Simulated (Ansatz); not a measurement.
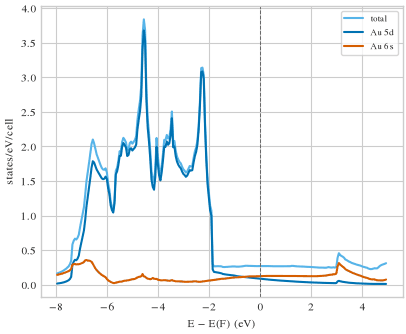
Figure: Total and projected density of states of Au (fcc (Cu type), space group No. 225), the program Ansatz at the r²SCAN level (PAW)

### Question
Which orbitals carry the states next to the Fermi level?

### Answer
Within 0.5 eV of the Fermi level: Au 6s 46 %, Au 5d 32 %, outside the projected shells 22 %. Projections are on Löwdin-orthogonalised atomic valence shells; empty p or d shells of many metals are not among them.

### Question
Where is the tallest occupied peak in this window, and what makes it?

### Answer
Near -4.5 eV, about 3.8 states/eV per cell; the largest projected share is Au 5d.

Space group Fm-3m (fcc (Cu type)). The r²SCAN relaxation kept the symmetry of its start. Scalar-relativistic: spin–orbit coupling is off unless named, which matters more the heavier the elements.

Potentials: the later of the program's two PAW sets.
